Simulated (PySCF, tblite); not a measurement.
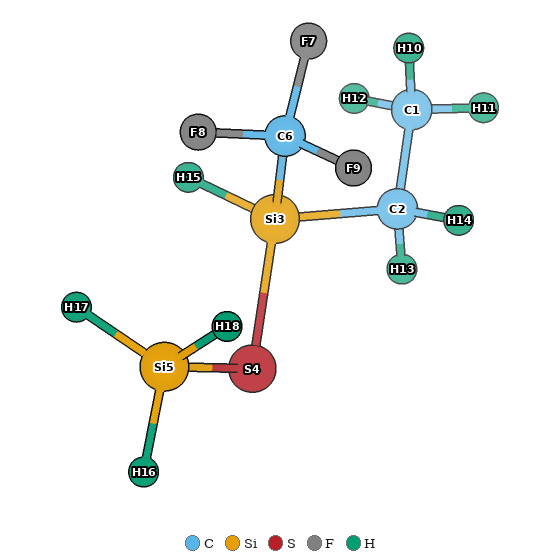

Geometry used (C₃H₉F₃SSi₂, SMILES CC[Si@@H](S[SiH3])C(F)(F)F).

GIAO shifts, PBE0/pcSseg-1 in PySCF 2.14.0, at a GFN2-xTB geometry (a minimum by its frequencies), against CS₂ for ³³S and TMS for ¹³C computed at the same level. Gas phase, fully decoupled, line heights follow the number of nuclei, widths are arbitrary (no quadrupolar broadening); values of one conformer, averaged over methyl-type rotors and exact or near symmetry; other conformers aren't averaged in.

Question: Which ³³S signals does it give?

Answer: 1 signal.


```
δ (ppm)  nuclei  atoms
 −332.1       1     S4
```

Question: Which ¹³C signals does it give?

Answer: 3 signals.


```
δ (ppm)  nuclei  atoms
  139.6       1     C6
   11.0       1     C2
    9.8       1     C1
```

The order of signals that lie close, as those under 2 ppm apart, is within the error of the method.

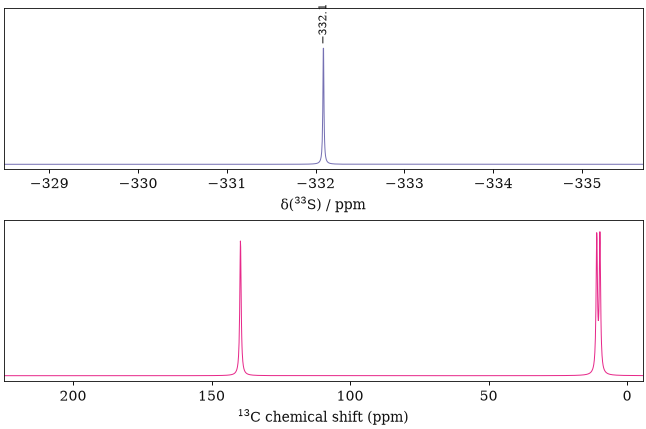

Known limits of this run: the tight-binding geometry is rougher than a DFT one and adds to the error.
